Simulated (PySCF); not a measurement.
Species, as SMILES: FCF.
Geometry (B3LYP-D3(BJ)/def2-TZVP, fixed):
```xyz
5

C      0.0044     0.0053     0.5043
F     -0.0170     1.1024    -0.3021
F      0.0119    -1.1085    -0.2792
H     -0.9025    -0.0002     1.1113
H      0.9218     0.0234     1.0951
```
Charge 0, spin multiplicity 1.

Basis-set convergence of the mean static polarisability at PBE0 with PySCF. All functions are spherical. Density fitting with generated auxiliary sets. In sets without p functions on hydrogen, species with hydrogen take exact integrals. No added dispersion term, no relativity. Reference: the value in d-aug-cc-pVTZ, 17.97 bohr³, itself unsure by roughly 0.7 % (its mean distance from aug-pcseg-2, aug-cc-pVTZ). Deviations are taken from unrounded values. Cost is core time over that of 6-31G**, rough, on shared machines of one kind; a dash marks a row that isn't timed (too short, read off another run, short of memory, by another algorithm or on other hardware).

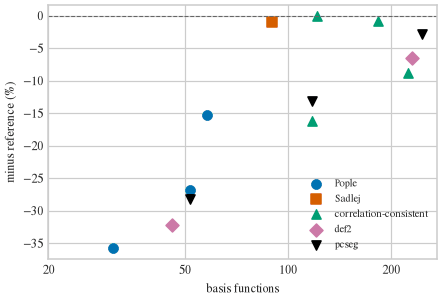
*Deviation from the reference against the number of basis functions, by family of sets.*

```tsv
basis	functions	mean static polarisability (bohr³)	minus reference (%)	cost
6-31G	31	11.55	-35.7	-
def2-SV(P)	46	12.18	-32.2	-
6-31G**	52	13.14	-26.9	1×
pcseg-1	52	12.90	-28.2	1×
6-31+G*	58	15.21	-15.4	-
Sadlej pVTZ	90	17.78	-1.0	3×
cc-pVTZ	118	15.05	-16.2	3×
pcseg-2	118	15.61	-13.1	3×
d-aug-cc-pVDZ	122	17.95	-0.1	3×
aug-cc-pVTZ	184	17.83	-0.8	7×
cc-pVQZ	225	16.39	-8.8	10×
def2-QZVPP	231	16.79	-6.6	10×
pcseg-3	246	17.45	-2.9	20×
```
